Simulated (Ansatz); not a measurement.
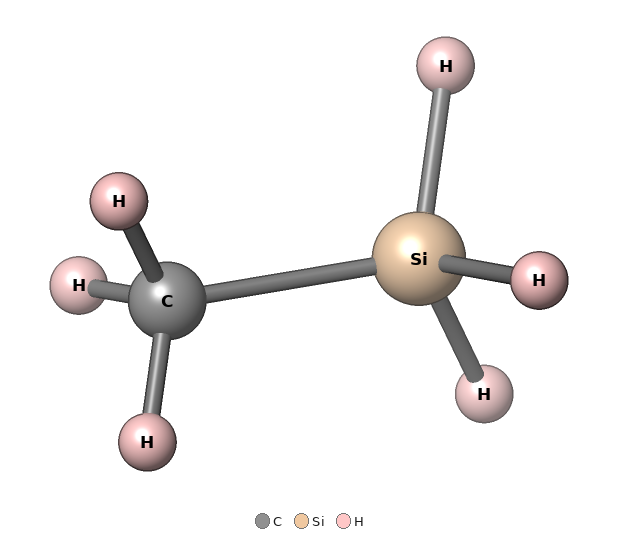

Depth is shown by fading: the farther an atom, the more it takes the colour of the background. Computed geometry: PBE0-D4/def2-TZVP optimisation. No frequency run is at hand to confirm it as a minimum.

List the symmetry elements and name the point group.

Answer. It has 1 C3 axis and 3 mirror planes, so the point group is C3v. The group has 6 operations. The geometry is achiral, and symmetry allows a dipole moment.
